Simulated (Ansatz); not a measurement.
# Gap against strain: armchair germanene nanoribbon (N = 4, H edges)

How it was computed: Ansatz 0.2.0, plane waves with PAW datasets, PBE, Fermi-Dirac smearing of 0.05 eV, no spin-orbit coupling. The period is scaled from its relaxed value of 7.007 Å and the atoms relax, within the symmetry of the start, at each strain ε (in %); gaps, in eV, are read on a band path.

```
period (Å)  energy (eV a cell)  place of the conduction minimum (Γ = 0, Z = 1)   ε     gap
     6.727              +0.076                                            0.00  −4  0.9597
     6.867              +0.017                                            0.00  −2  0.9069
     7.007               0.000                                            0.00   0   0.858
     7.147              +0.021                                            0.00   2  0.8139
     7.287              +0.080                                            0.00   4  0.7565
```

One run is withheld: period (Å) = 7.427, with ε = 6. Fit a straight line gap = a + b × ε to the 5 rows shown and predict it.

**Fit.** The means are 0 for ε and 0.859 for gap. The sum of products of deviations is −0.9985 and the sum of squares in ε is 40, so b = −0.9985 / 40 = −0.02496 and a = 0.859 − (−0.02496) × 0 = 0.859. The residuals' standard deviation, with 3 degrees of freedom, is σ = 0.0035.

**Prediction.** gap = 0.859 + (−0.02496) × 6 = 0.7092. The run gave 0.7261, so the prediction less the run is −0.017. The standard error of a prediction there, σ√(1 + 1/5 + (6 − 0)²/40), is 0.005, and the miss is 3.4 times that, for a point outside the fitted range. With so few rows σ is itself uncertain.

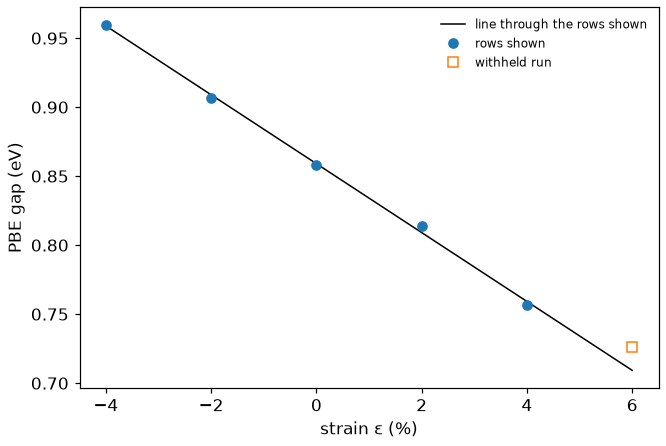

The fitted line, the rows shown and the withheld run.

The gap narrows at every step from compression to tension.

Caveats: Kohn-Sham gaps of a wire among periodic images, which in a check on one flat ribbon (7 Å apart) lowered the gap by 0.2 eV and flattened the slope; the slope b × 100 is a mean deformation potential of the gap, in eV per unit strain. Between neighbouring runs it lies between −2.9 and −1.5 eV, so a bend, a kink or scatter between runs makes one line a rough account. The unstrained row comes from a denser mesh than the others, which shifts its energy a little. Series of this kind are told only where this holds: a gap at every strain (compound wires with polar facets were set aside first). 88 of 101 did.

[Logs are printed without paths, hosts, clocks, repeated set-up lines and the standing remarks that a program may print on its own settings, such as how far it seeks lower states.]
